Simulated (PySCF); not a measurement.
# CH3Cl3SSi: electronic excitations at several levels of theory

Aim: compute the electronic excitations of CH3Cl3SSi (`S[SiH2]C(Cl)(Cl)Cl`) at several levels, and see how far they spread and what each costs.

Computed with PySCF 2.14.0, with density-fitted response routines of our own, on a single molecule in the gas phase. Atoms count from 0, in the outputs and in this text.

### 1 The starting structure

9 atoms, charge 0, multiplicity 1; geometry from: GFN2-xTB. The atoms were then displaced at random by about 0.01 Å, so the start is not that level's minimum.

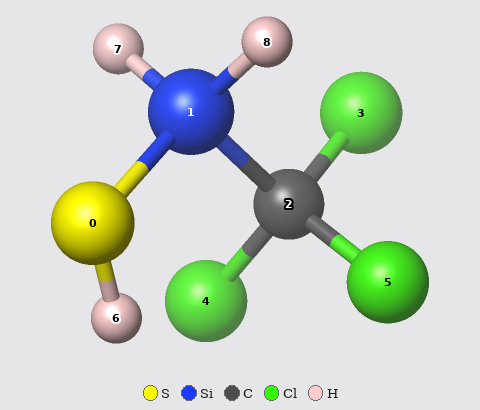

The starting geometry (sulfur yellow, silicon blue, carbon dark grey, chlorine green, hydrogen pink), atoms numbered; sticks join atoms by distance.

### 2 Relaxing the molecule at PBE0-D3(BJ)/def2-SVP

The job: settings as JSON, then the geometry in Å.

```
{"job": {"xc": "PBE0", "basis": "def2-SVP", "d3": "d3bj", "grid": 1, "shake": 0.01, "kind": "geom"}, "charge": 0, "multiplicity": 1}
S      2.306760    -0.177680    -0.405860
Si     0.581120     0.197730     0.818400
C     -1.020280     0.010140    -0.289630
Cl    -2.399150     0.223020     0.740400
Cl    -1.078370    -1.607930    -1.038440
Cl    -1.042430     1.240760    -1.570940
H      1.653950    -0.684980    -1.440420
H      0.464060    -0.803330     1.853040
H      0.592160     1.585130     1.299720
```

Launch:

```
OMP_NUM_THREADS=1 python probes_run.py task.json out
```

The driver reads the jobs from task.json and runs them one after another.

Log:

```text
step   0  E = -2106.77813812  max force = 0.028030
step   1  E = -2106.78165951  max force = 0.007835
step   2  E = -2106.78266768  max force = 0.002912
step   3  E = -2106.78332565  max force = 0.002435
step   4  E = -2106.78366053  max force = 0.003110
step   5  E = -2106.78404179  max force = 0.002465
step   6  E = -2106.78414307  max force = 0.001123
step   7  E = -2106.78415821  max force = 0.000437
step   8  E = -2106.78415986  max force = 0.000235
optimisation converged
```

Run time: 1.7 min. Hardware: 1 thread of Arm Neoverse N1, shared host.

Relaxation path:

```tsv
step	energy from step 0 (eV)	largest force component (eV/Å)
0	0.0000	1.4414
1	-0.0958	0.4029
2	-0.1233	0.1497
3	-0.1412	0.1252
4	-0.1503	0.1599
5	-0.1606	0.1268
6	-0.1634	0.0577
7	-0.1638	0.0225
8	-0.1639	0.0121
```

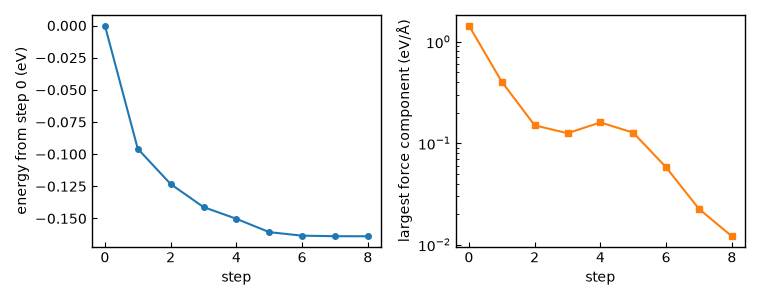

Energy and force, step by step.

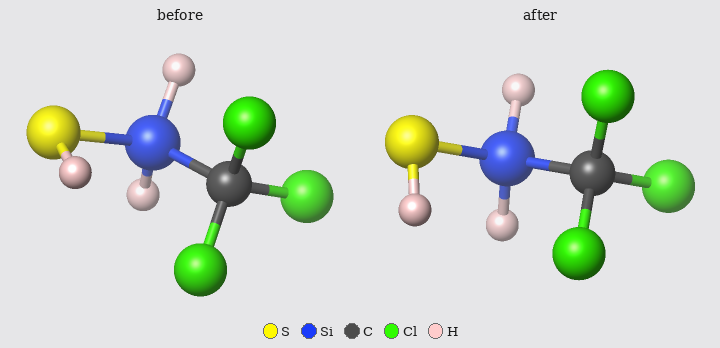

The geometry before (left) and after (right).

Close pairs (by a distance rule), those that changed most:

```tsv
bond	before (Å)	after (Å)	change (Å)
C2–Cl3	1.734	1.783	+0.048
Si1–H7	1.444	1.488	+0.044
Si1–C2	1.956	1.923	-0.034
S0–H6	1.324	1.352	+0.028
S0–Si1	2.149	2.129	-0.020
Si1–H8	1.469	1.485	+0.017
C2–Cl5	1.777	1.771	-0.006
C2–Cl4	1.784	1.786	+0.002
```

The final coordinates are the input of the step that follows.

```tsv
at the end point	value
point group (found at 0.08 Å tolerance)	C1
rotational constants (GHz, main isotopes)	1.635, 0.842, 0.838
dipole moment (D)	1.00
```

### 3 Ultraviolet spectrum: PBE0/def2-TZVP

The job: settings as JSON, then the geometry in Å.

```
{"job": {"kind": "uv", "xc": "PBE0", "basis": "def2-TZVP"}, "charge": 0, "multiplicity": 1}
S      1.683360    -0.079603    -0.445391
Si    -0.010070     0.163167     0.821567
C     -1.601206     0.482554    -0.209529
Cl    -2.950308     0.668630     0.940691
Cl    -1.895943    -0.934489    -1.255766
Cl    -1.432908     1.943496    -1.195901
H      1.197626    -1.199216    -1.028143
H     -0.304378    -1.046393     1.636684
H      0.239740     1.367952     1.653791
```

With the program's defaults for keys left out, this is: TDDFT PBE0/def2-TZVP, vertical, gas phase, core orbitals frozen in the response.

Log:

```text
coarse grid: 11072 points
cycle   1  E = -2107.4642440149  dE =  5.895e-01  |g| = 5.131e-01  |ddm| = 2.481e+00
cycle   2  E = -2107.3046888561  dE =  1.596e-01  |g| = 9.979e-01  |ddm| = 9.128e-01
cycle   3  E = -2107.5305472173  dE = -2.259e-01  |g| = 6.444e-02  |ddm| = 5.939e-01
cycle   4  E = -2107.5312637614  dE = -7.165e-04  |g| = 3.654e-02  |ddm| = 8.795e-02
cycle   5  E = -2107.5315734844  dE = -3.097e-04  |g| = 6.197e-03  |ddm| = 3.341e-02
cycle   6  E = -2107.5315828566  dE = -9.372e-06  |g| = 2.610e-03  |ddm| = 8.406e-03
final grid: 86240 points
cycle   7  E = -2107.5336279155  dE = -2.885e-05  |g| = 6.313e-03  |ddm| = 2.531e-02
cycle   8  E = -2107.5336228761  dE =  5.039e-06  |g| = 7.119e-03  |ddm| = 9.241e-03
cycle   9  E = -2107.5336334367  dE = -1.056e-05  |g| = 2.319e-03  |ddm| = 5.979e-03
cycle  10  E = -2107.5336346426  dE = -1.206e-06  |g| = 3.014e-04  |ddm| = 1.535e-03
cycle  11  E = -2107.5336346667  dE = -2.407e-08  |g| = 5.091e-05  |ddm| = 2.966e-04
cycle  12  E = -2107.5336346672  dE = -5.898e-10  |g| = 1.759e-05  |ddm| = 6.078e-05
converged SCF energy = -2107.5336346672

Static polarisability (au): isotropic 92.134, principal 83.696 86.864 105.843

Singlet excitations
state   eV       nm        f      main configurations
  1   5.7246    216.6   0.02384   H->L 0.83, H-1->L 0.14
  2   6.1310    202.2   0.00118   H-1->L 0.55, H->L+1 0.18, H->L+3 0.14
  3   6.2371    198.8   0.00578   H->L+1 0.42, H-1->L 0.22, H-2->L 0.14
  4   6.2760    197.6   0.00121   H-2->L 0.82
  5   6.4671    191.7   0.01426   H->L+3 0.63, H->L+1 0.21
  6   6.6237    187.2   0.00010   H-4->L 0.31, H->L+2 0.28, H-3->L 0.22
  7   6.7030    185.0   0.00484   H-3->L 0.41, H-1->L+1 0.20, H-4->L 0.18
  8   6.8462    181.1   0.01301   H->L+2 0.62, H-4->L 0.23
  9   7.1170    174.2   0.03743   H-1->L+1 0.47, H-3->L 0.15, H-4->L 0.11
 10   7.1867    172.5   0.00187   H-2->L+1 0.62, H-1->L+2 0.11, H->L+4 0.10

Triplet excitations (Tamm-Dancoff, eV): 5.2907 5.6538 5.6686 5.8515
```

Run time: 69 s. Hardware: 1 thread of Arm Neoverse N1, shared host; peak memory 0.97 GiB.

Frontier orbitals and where they lie:

```tsv
orbital	eV	atoms
HOMO−3	-9.23	Cl3 32 %, Cl5 30 %, Cl4 12 %
HOMO−2	-8.90	Cl5 35 %, Cl3 32 %, Cl4 31 %
HOMO−1	-8.63	Cl5 25 %, Cl4 17 %, C2 16 %
HOMO	-7.89	S0 73 %, Si1 11 %, C2 5 %
LUMO	-1.05	C2 25 %, Cl4 23 %, Cl3 21 %
LUMO+1	-0.26	Si1 26 %, C2 25 %, Cl3 20 %
LUMO+2	0.02	C2 34 %, Cl5 26 %, Cl4 15 %
```

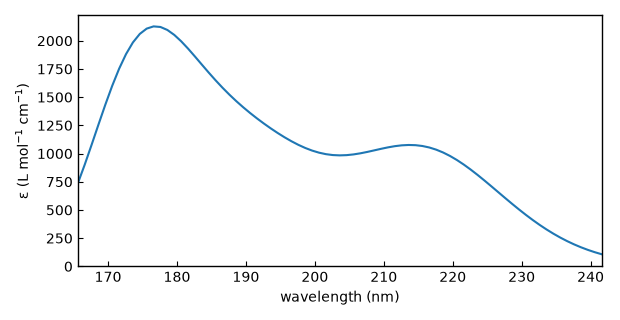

Absorption spectrum: each of the 10 states is a Gaussian band of 0.4 eV half-width at 1/e. Beyond the last state computed it falls off for lack of states.

Ground-state properties from the same run:

```tsv
property	computed
dipole moment (D)	0.98
polarisability (Å³)	13.65
HOMO–LUMO gap (eV)	6.84
−ε(HOMO) (eV)	7.89
```

### 4 Ultraviolet spectrum: PBE0/aug-cc-pVDZ

The job, as its differences from that of step 3:

```diff
@@ -1,2 +1,2 @@
-{"job": {"kind": "uv", "xc": "PBE0", "basis": "def2-TZVP"}, "charge": 0, "multiplicity": 1}
+{"job": {"kind": "uv", "xc": "PBE0", "basis": "aug-cc-pVDZ"}, "charge": 0, "multiplicity": 1}
 S      1.683360    -0.079603    -0.445391
```

With the program's defaults for keys left out, this is: TDDFT PBE0/aug-cc-pVDZ, vertical, gas phase, core orbitals frozen in the response.

Log:

```text
coarse grid: 11072 points
cycle   1  E = -2107.3780242574  dE =  6.551e-01  |g| = 5.052e-01  |ddm| = 5.786e+00
cycle   2  E = -2107.2055329864  dE =  1.725e-01  |g| = 1.002e+00  |ddm| = 2.352e+00
cycle   3  E = -2107.4481057956  dE = -2.426e-01  |g| = 5.365e-02  |ddm| = 1.469e+00
cycle   4  E = -2107.4487641071  dE = -6.583e-04  |g| = 2.819e-02  |ddm| = 1.828e-01
cycle   5  E = -2107.4489909224  dE = -2.268e-04  |g| = 5.825e-03  |ddm| = 6.684e-02
cycle   6  E = -2107.4490025344  dE = -1.161e-05  |g| = 1.310e-03  |ddm| = 1.601e-02
cycle   7  E = -2107.4490030583  dE = -5.239e-07  |g| = 3.137e-04  |ddm| = 3.646e-03
final grid: 86240 points
cycle   8  E = -2107.4841071058  dE = -9.512e-06  |g| = 5.042e-03  |ddm| = 9.110e-02
cycle   9  E = -2107.4840962114  dE =  1.089e-05  |g| = 8.174e-03  |ddm| = 2.446e-02
cycle  10  E = -2107.4841139650  dE = -1.775e-05  |g| = 1.124e-03  |ddm| = 1.408e-02
cycle  11  E = -2107.4841143014  dE = -3.363e-07  |g| = 1.458e-04  |ddm| = 2.292e-03
cycle  12  E = -2107.4841143083  dE = -6.886e-09  |g| = 2.957e-05  |ddm| = 3.938e-04
cycle  13  E = -2107.4841143085  dE = -2.588e-10  |g| = 1.220e-05  |ddm| = 1.016e-04
converged SCF energy = -2107.4841143085

Static polarisability (au): isotropic 101.960, principal 94.846 95.466 115.568

Singlet excitations
state   eV       nm        f      main configurations
  1   5.6404    219.8   0.02042   H->L 0.89, H-1->L 0.09
  2   6.1046    203.1   0.00228   H-1->L 0.66, H->L+2 0.22
  3   6.1561    201.4   0.03265   H->L+1 0.89
  4   6.2118    199.6   0.00145   H-2->L 0.40, H->L+2 0.38, H-1->L 0.10
  5   6.2394    198.7   0.00065   H-2->L 0.56, H->L+2 0.24, H-1->L 0.11
  6   6.5677    188.8   0.00011   H->L+3 0.51, H-4->L 0.24, H-3->L 0.11
  7   6.6475    186.5   0.00159   H-3->L 0.56, H-1->L+1 0.13, H-4->L 0.10
  8   6.7412    183.9   0.01244   H-4->L 0.42, H->L+3 0.41
  9   6.9477    178.5   0.04529   H->L+4 0.82
 10   7.0359    176.2   0.00542   H->L+5 0.52, H-1->L+1 0.10

Triplet excitations (Tamm-Dancoff, eV): 5.2741 5.6795 5.6955 5.7499
```

Run time: 51 s. Hardware: 1 thread of Arm Neoverse N1, shared host; peak memory 0.82 GiB.

In short: HOMO -7.89 eV, LUMO -1.18 eV; lowest singlet 5.64 eV.

### 5 TDDFT and polarisability: PBE0/def2-TZVPD

The job, as its differences from that of step 4:

```diff
@@ -1,2 +1,2 @@
-{"job": {"kind": "uv", "xc": "PBE0", "basis": "aug-cc-pVDZ"}, "charge": 0, "multiplicity": 1}
+{"job": {"kind": "uv", "xc": "PBE0", "basis": "def2-TZVPD"}, "charge": 0, "multiplicity": 1}
 S      1.683360    -0.079603    -0.445391
```

Level: TDDFT PBE0/def2-TZVPD, vertical, gas phase, core orbitals frozen in the response.

Log:

```text
coarse grid: 11072 points
cycle   1  E = -2107.4673507300  dE =  5.913e-01  |g| = 5.122e-01  |ddm| = 2.467e+00
cycle   2  E = -2107.3084304720  dE =  1.589e-01  |g| = 9.955e-01  |ddm| = 9.886e-01
cycle   3  E = -2107.5332322953  dE = -2.248e-01  |g| = 6.522e-02  |ddm| = 6.031e-01
cycle   4  E = -2107.5339664631  dE = -7.342e-04  |g| = 3.710e-02  |ddm| = 9.100e-02
cycle   5  E = -2107.5342878599  dE = -3.214e-04  |g| = 6.319e-03  |ddm| = 3.514e-02
cycle   6  E = -2107.5342975410  dE = -9.681e-06  |g| = 2.726e-03  |ddm| = 8.803e-03
final grid: 86240 points
cycle   7  E = -2107.5363393409  dE = -3.041e-05  |g| = 6.339e-03  |ddm| = 5.748e-02
cycle   8  E = -2107.5363341291  dE =  5.212e-06  |g| = 7.191e-03  |ddm| = 9.771e-03
cycle   9  E = -2107.5363450180  dE = -1.089e-05  |g| = 2.307e-03  |ddm| = 5.926e-03
cycle  10  E = -2107.5363462085  dE = -1.190e-06  |g| = 3.232e-04  |ddm| = 1.566e-03
cycle  11  E = -2107.5363462361  dE = -2.758e-08  |g| = 5.599e-05  |ddm| = 3.092e-04
cycle  12  E = -2107.5363462368  dE = -7.194e-10  |g| = 1.946e-05  |ddm| = 6.909e-05
converged SCF energy = -2107.5363462368

Static polarisability (au): isotropic 103.317, principal 96.216 96.914 116.821

Singlet excitations
state   eV       nm        f      main configurations
  1   5.5881    221.9   0.02012   H->L 0.84, H-1->L 0.13
  2   6.0108    206.3   0.00059   H-1->L 0.67, H->L+2 0.12
  3   6.1194    202.6   0.00598   H->L+1 0.31, H-2->L 0.26, H->L+2 0.21
  4   6.1429    201.8   0.00406   H-2->L 0.69, H->L+1 0.17
  5   6.2189    199.4   0.02180   H->L+1 0.40, H->L+2 0.30, H->L+3 0.16
  6   6.4678    191.7   0.00008   H->L+3 0.30, H-4->L 0.29, H-3->L 0.14
  7   6.5437    189.5   0.00355   H-3->L 0.49, H-1->L+1 0.18, H-4->L 0.12
  8   6.6650    186.0   0.01184   H->L+3 0.38, H-4->L 0.31, H->L+2 0.15
  9   6.9206    179.2   0.05849   H->L+4 0.43, H-1->L+1 0.14, H-3->L 0.13
 10   6.9591    178.2   0.00091   H->L+4 0.34, H->L+5 0.33

Triplet excitations (Tamm-Dancoff, eV): 5.1884 5.5548 5.5749 5.7271
```

Run time: 1.7 min. Hardware: 1 thread of Arm Neoverse N1, shared host; peak memory 1.1 GiB.

This run: HOMO -7.93 eV, LUMO -1.25 eV; lowest singlet 5.59 eV.

### 6 Ultraviolet spectrum: PBE0/6-31+G*

The job, as its differences from that of step 5:

```diff
@@ -1,2 +1,2 @@
-{"job": {"kind": "uv", "xc": "PBE0", "basis": "def2-TZVPD"}, "charge": 0, "multiplicity": 1}
+{"job": {"kind": "uv", "xc": "PBE0", "basis": "6-31+G*"}, "charge": 0, "multiplicity": 1}
 S      1.683360    -0.079603    -0.445391
```

Method: TDDFT PBE0/6-31+G*, vertical, gas phase, core orbitals frozen in the response.

Log:

```text
coarse grid: 11072 points
cycle   1  E = -2107.3490548982  dE =  6.503e-01  |g| = 5.226e-01  |ddm| = 3.946e+00
cycle   2  E = -2107.1834989204  dE =  1.656e-01  |g| = 9.988e-01  |ddm| = 3.022e+00
cycle   3  E = -2107.4264583685  dE = -2.430e-01  |g| = 5.014e-02  |ddm| = 1.942e+00
cycle   4  E = -2107.4270816167  dE = -6.232e-04  |g| = 2.698e-02  |ddm| = 3.033e-01
cycle   5  E = -2107.4272955049  dE = -2.139e-04  |g| = 4.945e-03  |ddm| = 1.141e-01
cycle   6  E = -2107.4273041697  dE = -8.665e-06  |g| = 1.092e-03  |ddm| = 2.856e-02
final grid: 86240 points
cycle   7  E = -2107.3528270770  dE = -7.964e-06  |g| = 5.111e-03  |ddm| = 7.736e-02
cycle   8  E = -2107.3528173445  dE =  9.733e-06  |g| = 8.034e-03  |ddm| = 2.768e-02
cycle   9  E = -2107.3528343520  dE = -1.701e-05  |g| = 9.879e-04  |ddm| = 1.688e-02
cycle  10  E = -2107.3528346314  dE = -2.793e-07  |g| = 9.738e-05  |ddm| = 2.269e-03
cycle  11  E = -2107.3528346343  dE = -2.924e-09  |g| = 2.151e-05  |ddm| = 5.227e-04
cycle  12  E = -2107.3528346344  dE = -1.492e-10  |g| = 9.453e-06  |ddm| = 1.344e-04
converged SCF energy = -2107.3528346344

Static polarisability (au): isotropic 90.679, principal 82.383 85.824 103.830

Singlet excitations
state   eV       nm        f      main configurations
  1   5.6269    220.3   0.02178   H->L 0.90, H-1->L 0.08
  2   6.0977    203.3   0.00112   H-1->L 0.69, H->L+1 0.09
  3   6.1440    201.8   0.02230   H->L+1 0.75, H-1->L 0.13
  4   6.1974    200.1   0.00116   H-2->L 0.91
  5   6.2625    198.0   0.00822   H->L+2 0.43, H->L+3 0.32
  6   6.5628    188.9   0.00012   H->L+3 0.26, H-4->L 0.25, H->L+2 0.21
  7   6.6298    187.0   0.00151   H-3->L 0.54, H-1->L+1 0.16, H-4->L 0.13
  8   6.7235    184.4   0.01330   H-4->L 0.39, H->L+3 0.26, H->L+2 0.20
  9   6.9989    177.1   0.05472   H->L+4 0.67
 10   7.0701    175.4   0.00228   H-1->L+1 0.27, H->L+5 0.25, H->L+4 0.19

Triplet excitations (Tamm-Dancoff, eV): 5.2623 5.6346 5.6725 5.7564
```

Wall time 30 s (1 thread of Arm Neoverse N1, shared host).

This run: HOMO -7.95 eV, LUMO -1.28 eV; lowest singlet 5.63 eV.

### 7 Side by side: electronic excitations

Excitations and ground-state properties, with basis size and wall time:

```tsv
run	lowest singlet (eV)	brightest (eV)	f	gap (eV)	α (Å³)	μ (D)	functions	time
PBE0/def2-TZVP	5.72	7.12	0.037	6.84	13.65	0.98	234	69 s
PBE0/aug-cc-pVDZ	5.64	6.95	0.045	6.70	15.11	1.03	185	51 s
PBE0/def2-TZVPD	5.59	6.92	0.058	6.67	15.31	1.00	291	1.7 min
PBE0/6-31+G*	5.63	7.00	0.055	6.67	13.44	1.19	134	30 s
```

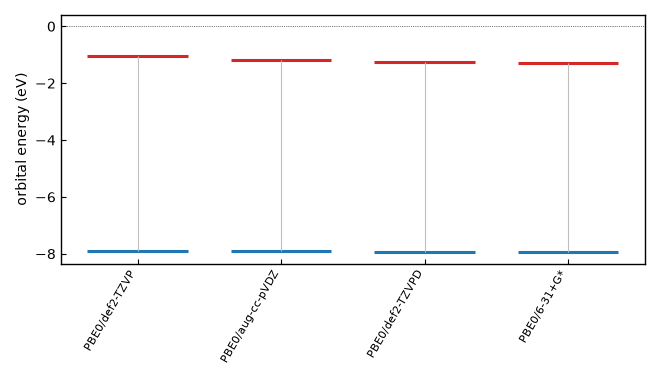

HOMO (blue) and LUMO (red) run by run.

### 8 Summary of results

```
                                quantity                        value
                             point group                           C1
    rotational constants (main isotopes)         1.64, 0.84, 0.84 GHz
         lowest singlet (PBE0/def2-TZVP)  5.72 eV (217 nm), f = 0.024
brightest single state of those computed  state 9, 7.12 eV, f = 0.037
                          lowest triplet                      5.29 eV
             range of the lowest singlet              5.59 to 5.72 eV
```

What this shows: Single values in the summary come from the first run of each kind that ended normally (PBE0/def2-TZVP), which need not be the best level. The optimisation took 8 steps and gained 0.164 eV; among the close pairs (by a distance rule), C2–Cl3 changed most, from 1.734 to 1.783 Å. The lowest singlet, at 5.72 eV, is HOMO→LUMO 0.83, HOMO−1→LUMO 0.14 and is weak; of the 10 states computed, the strongest absorption comes from state 9 at 7.12 eV. The lowest triplet lies 0.43 eV below the lowest singlet (triplets in Tamm-Dancoff, singlets in full TDDFT). The basis of PBE0/def2-TZVP has no diffuse functions, so Rydberg states are missing and the high states are unreliable. The lowest singlet runs from 5.59 eV (PBE0/def2-TZVPD) to 5.72 eV (PBE0/def2-TZVP), while the orbital gap spans 6.67 to 6.84 eV. The lowest state need not be the same one in every run.
